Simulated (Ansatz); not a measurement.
# SnPb2 (model cell, started as cuprite): phonons and vibrational spectra

Aim: the phonons of SnPb2 (model cell, started as cuprite) at a cell relaxed beforehand at this level.

Method: DFT PBEsol, scalar-relativistic, plane waves, norm-conserving pseudopotentials, in Ansatz 0.2.0.

The structure was built from a prototype and need not be the compound's stable phase.

### Step 1. The structure

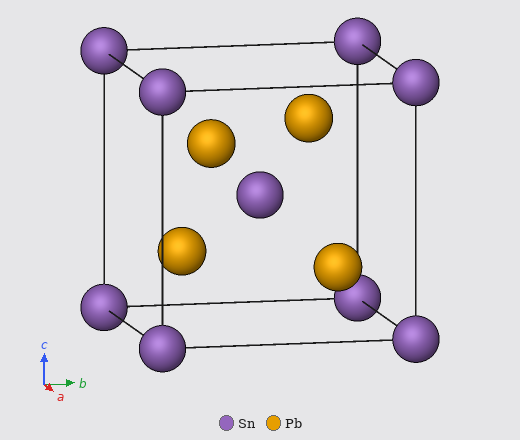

The cell as given, slightly off an axis (tin purple, lead orange). Some periodic images of atoms are drawn too.

### Step 2. Modes at Γ

The cell comes from relaxations at this level that are not shown. The zone centre is the only wavevector solved here; it holds the modes that light can see, as far as symmetry allows. No field response is asked, since the mesh shows no gap.

input.yaml reads:

```yaml
crystal:
  lattice:
    - [6.5672936291, 0.0, 0.0]
    - [0.0, 6.5672936291, 0.0]
    - [0.0, 0.0, 6.5672936291]
  atoms:
    - { symbol: Sn, position: [0.0, 0.0, 0.0] }
    - { symbol: Sn, position: [0.5, 0.5, 0.5] }
    - { symbol: Pb, position: [0.25, 0.25, 0.25] }
    - { symbol: Pb, position: [0.75, 0.75, 0.25] }
    - { symbol: Pb, position: [0.75, 0.25, 0.75] }
    - { symbol: Pb, position: [0.25, 0.75, 0.75] }
kpoints:
  mp_grid: { grid: [6, 6, 6] }
hamiltonian:
  xc: pbesol
  pseudopotentials: { kind: nc }
scf:
  occupations: { method: methfessel_paxton, width: 0.2 }
output:
  eigenvalues: true
phonons:
  method: dfpt
```

Launch:

```sh
$ ansatz run input.yaml --threads 8 --pin off --max-ram 14336MiB --backend cpu --events-out ev --progress --plain --runs-dir out
```

Numbers of over 12 decimals in the logs are rounded to 6 here.

The log of the run:

```text
Engine: ansatz 0.2.0, aarch64-unknown-linux-gnu
Pseudopotentials: kind: nc
Pseudopotential: Sn, nc, valence charge 14, recommended cutoff 979.609905 eV (normal), Sn.nc.azcp (PseudoDojo's, or run here from an input of PseudoDojo's: the run reads no file of this project's for it)
Pseudopotential: Pb, nc, valence charge 14, recommended cutoff 850 eV (normal), Pb.nc.azcp (PseudoDojo's, or run here from an input of PseudoDojo's: the run reads no file of this project's for it)
Functional definition: PBEsol
  exchange = pbesol_x
  correlation = pbesol_c
Crystal: 6 atoms, lattice volume = 283.243 Å³
Basis set: ecut = 979.609905 eV, 19597 PW (Γ), exchange–correlation on 144×144×144 points (8 copies of the dense FFT grid, shifted against one another)
Bands: 51, of which v1, the nominal top of the filled ones, is band 42 counted from 1 (41 counted from 0)
Symmetry: 48 space group operations
k-points: 68 of 216 (irreducible under 2 space group operations, time reversal used)
Non-local potential: Sn, projectors of the file, l = 0: 2, l = 1: 2, l = 2: 2, l = 3: 2
Non-local potential: Pb, projectors of the file, l = 0: 3, l = 1: 2, l = 2: 2, l = 3: 1
Initial density: superposition of atomic densities (chi_scale 0.1, normalization cell, long waves kept (reshape's long-wave potential 0.00 eV rms))
Initial wavefunctions: pseudopotential atomic-orbital guess
Functional: x = pbesol(κ = 0.804, μ = 0.123457), c = pbesol(β = 0.046)
SCF iter   1: F=—  HF=-11872.045181 eV  |F-HF|=—  |Δ(HF+E_count)|=         —  Δρ=2.20e-2  dr2=4.51e0  ethr=3.10e-3  ⟨swp⟩=7.3  Hψ=12629  notcnv=0
preconditioner: auto → LDOS  [metal: Δε(μ)=0.071 eV  Ē_g=13.794 eV  σ=0.200 eV  W_gap=0.30  n_scr=56 (ndim 8)  ℏωp=17.7 eV  f_vac=0.027  D(μ)=4.99/eV (n_scr^D=26)  β→1.0]
SCF iter   2: F=—  HF=-11870.658972 eV  |F-HF|=—  |Δ(HF+E_count)|=    1.39e0  S|Δr|=    0.00e0  Δρ=7.77e-3  dr2=2.12e-1  ethr=3.10e-3  ⟨swp⟩=4.0  Hψ=7682  notcnv=0  defer=74
SCF iter   3: F=—  HF=-11870.600163 eV  |F-HF|=—  |Δ(HF+E_count)|=   5.88e-2  S|Δr|=    0.00e0  Δρ=3.19e-3  dr2=2.12e-2  ethr=2.52e-4  ⟨swp⟩=2.0  Hψ=5301  notcnv=0  defer=74
SCF iter   4: F=—  HF=-11870.591239 eV  |F-HF|=—  |Δ(HF+E_count)|=   8.92e-3  S|Δr|=    0.00e0  Δρ=3.49e-4  dr2=3.11e-4  ethr=2.52e-5  ⟨swp⟩=2.1  Hψ=5593  notcnv=0  defer=74
SCF iter   5: F=—  HF=-11870.591290 eV  |F-HF|=—  |Δ(HF+E_count)|=   5.03e-5  S|Δr|=    0.00e0  Δρ=7.77e-5  dr2=2.24e-5  ethr=3.70e-7  ⟨swp⟩=2.0  Hψ=6344  notcnv=0  defer=74
SCF iter   6: F=—  HF=-11870.591306 eV  |F-HF|=—  |Δ(HF+E_count)|=   1.60e-5  S|Δr|=    0.00e0  Δρ=1.90e-5  dr2=1.02e-6  ethr=2.67e-8  ⟨swp⟩=2.2  Hψ=6272  notcnv=0  defer=74
SCF iter   7: F=—  HF=-11870.591622 eV  |F-HF|=—  |Δ(HF+E_count)|=   3.17e-4  S|Δr|=    0.00e0  Δρ=4.60e-6  dr2=2.81e-8  ethr=1.22e-9  ⟨swp⟩=2.0  Hψ=4398  notcnv=0  defer=74
SCF iter   8: F=—  HF=-11870.591622 eV  |F-HF|=—  |Δ(HF+E_count)|=   6.09e-9  S|Δr|=    0.00e0  Δρ=6.47e-7  dr2=1.01e-9  ethr=3.35e-11  ⟨swp⟩=2.0  Hψ=6280  notcnv=0  defer=74
SCF iter   9: F=—  HF=-11870.591622 eV  |F-HF|=—  |Δ(HF+E_count)|=  8.37e-11  S|Δr|=    0.00e0  Δρ=1.05e-7  dr2=1.96e-11  ethr=1.20e-12  ⟨swp⟩=3.0  Hψ=6646  notcnv=0  defer=74
SCF iter  10: F=-11870.591622 eV  HF=-11870.591622 eV  |F-HF|=1.82e-12  |Δ(HF+E_count)|=  7.28e-12  S|Δr|=    0.00e0  Δρ=9.25e-9  dr2=2.32e-13  ethr=1.00e-12  ⟨swp⟩=15.2  Hψ=18192  notcnv=0
SCF 1 converged in 10 iterations: F = -11870.591622 eV  dr2 = 2.32e-13
DFPT response loops at Γ: preconditioner auto → Kerker (q_TF=auto, 2.228 Å⁻¹) (partly filled bands, converged f_vac=0.020); β = 1.00, the filter's whole step (`scf.mixing.beta` (0.50) is not read by the response loops under this deck's `scf.mixing.preconditioner`; to damp them name `kerker` or `kerker_dos`, under which they read `scf.mixing.beta`, and type it under 1.00, their step now; both keys bind the ground state too); Broyden in place of MSR1
SCF converged after 10 iterations
Stability not checked: this state was not tested for a lower state beside it, because cold or Methfessel-Paxton smearing, or corrected tetrahedra, fill the levels in a way that the test cannot read (fill_not_monotonic; see scf.lower_state_search)
Free energy (F): -11870.591622 eV
Harris-Foulkes:  -11870.591622 eV  (|F-HF|=1.82e-12)
Internal energy: -11870.599584 eV  (E = F + TS)
E sigma→0 (E₀):  -11870.593613 eV
Entropy (-TS):   0.007962 eV (1.327 meV/atom)
Fermi energy:    5.346822 eV
--- Per-component energies (eV) ---
  E_band       = -777.757236
  E_kinetic    = 6293.315940
  E_local      = -8971.478146  (includes V_loc(G=0)·N_el)
  E_nonlocal   = -3226.672374
  E_hartree    = 3515.236424
  E_xc         = -3287.008760
  E_vxc        = -1903.395526  (∫ρ·V_xc dr)
  E_ewald      = -6193.992669
  E_smearing   = 0.007962  (= −TS)
  E_closure    = 0.000000  (closes the sum)
  Σ components = -11870.591622   (vs F -11870.591622, Δ=0.00e0)
--- Band table (eV; the first three rows and the last of 68) ---
  k-point 0: bands = [... 38 lower, 2.9768, 3.9920, 3.9920, 6.1784, 6.1784, 6.1784, 6.5537, 6.5537, ... 5 higher]
  k-point 1: bands = [... 38 lower, 3.5450, 4.0847, 4.0904, 5.8328, 5.8328, 5.9076, 6.5986, 6.7301, ... 5 higher]
  k-point 2: bands = [... 38 lower, 4.3452, 4.3531, 4.3581, 5.3498, 5.6316, 5.6316, 6.2427, 6.4122, ... 5 higher]
  k-point 67: bands = [... 38 lower, 2.2297, 5.3163, 5.3163, 5.3163, 6.9267, 6.9267, 7.2049, 7.2049, ... 5 higher]
--- Phonons (Γ-DFPT): 2 representative perturbations + reference, on 68 of 216 k-points (Σ response iterations 9) ---
  k mesh reduced under 2 symmetry operations, with k and −k counted as one. Each operation leaves every solved perturbation unchanged. A smaller set is not used because it would not reduce the number of displacements times k-points to solve
  ASR residual: 4.395e-4 → 0.000e0 eV/Å²; symmetrization residual: 1.888e-4 eV/Å²
  ASR residual per site (eV/Å²): 4.40e-4 4.40e-4 2.64e-4 2.64e-4 2.64e-4 2.64e-4
  Γ frequencies (cm⁻¹): -51.84 -51.84 -47.34 -47.34 -47.34 -46.84 -46.84 -46.84 0.00 0.00 0.00 102.93 102.93 102.93 109.01 157.55 157.55 157.55
  non-analytic LO–TO correction: not included (Born effective charges unavailable; polar crystals: no LO–TO splitting at Γ)
```

Run time: 4.9 min. Hardware: 8 threads of Arm Neoverse N1, shared host; peak memory 9 GiB; 38 min of CPU time.

Numbers from this step:

```yaml
volume_per_atom: 47.21 Å³
gap_on_the_k_mesh: 0 eV
sum_rule_residual_before_enforcement: 4.40e-4 eV/Å²
point_group: m-3m
highest_optical_mode_at_the_zone_centre_no_lo_to_term: 157.6 cm⁻¹
lowest_optical_zone_centre_mode: -51.84 cm⁻¹
```

Patterns of degenerate modes are one choice out of their space. Modes at Γ, with each element's share of the kinetic energy (negative means imaginary):

```
mode  frequency (cm⁻¹)  symmetry  Sn %  Pb %
   1             -51.8        Eu     0   100
   2             -51.8        Eu     0   100
   3             -47.3       T1u    30    70
   4             -47.3       T1u    30    70
   5             -47.3       T1u    30    70
   6             -46.8       T2u     0   100
   7             -46.8       T2u     0   100
   8             -46.8       T2u     0   100
   9               0.0  acoustic    22    78
  10               0.0  acoustic    22    78
  11               0.0  acoustic    22    78
  12             102.9       T2g   100     0
  13             102.9       T2g   100     0
  14             102.9       T2g   100     0
  15             109.0       A2u     0   100
  16             157.6       T1u    48    52
  17             157.6       T1u    48    52
  18             157.6       T1u    48    52
```

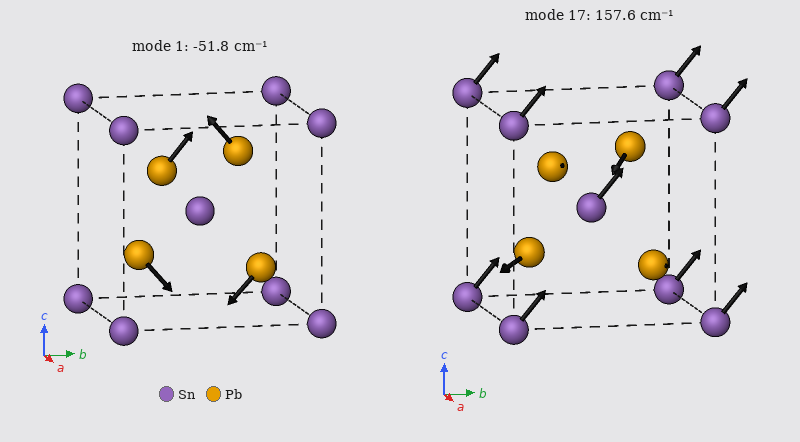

Displacement patterns of modes 1 and 17 at Γ; arrows are exaggerated. Some periodic images of atoms are drawn too.

Before it was imposed, the acoustic sum rule was missed by 4.4e-4 eV/Å². Small misses are needed for a sound result but don't prove that mesh and cutoff are converged. The lowest optical mode is imaginary, 51.8i cm⁻¹, so the energy falls along it.

### Step 3. What came out

```yaml
space_group_within_0p01_a: Pn-3m
volume_per_atom: 47.2 Å³
electronic_character: no gap on this mesh
highest_optical_mode_at_the_zone_centre_no_lo_to_term: 158 cm⁻¹
lowest_optical_zone_centre_mode: -51.8 cm⁻¹
imaginary_modes_at_gamma_the_only_wavevector_solved: yes
```

In words: A zone-centre mode is imaginary (51.8i cm⁻¹), so this structure is not a minimum of the energy. The optical modes at Γ span -52 to 158 cm⁻¹ (negative means imaginary). No dispersion was computed. With no gap, or one that is small against the smearing, the frequencies hang on the k mesh and the smearing, most of all near Kohn anomalies. Spin-orbit coupling is left out, which can matter for the heavy elements here. The starting cell was built on a prototype and not taken from a measurement, so the phase need not exist. These are harmonic frequencies at zero temperature: anharmonic shifts, linewidths and thermal expansion are left out.

[Logs are printed without paths, hosts, clocks, repeated set-up lines and the standing remarks that a program may print on its own settings, such as how far it seeks lower states.]

[Hosts, paths, dates, database ids (printed as entryN), source tags and the programs' standing remarks are cut or masked in the printed files.]
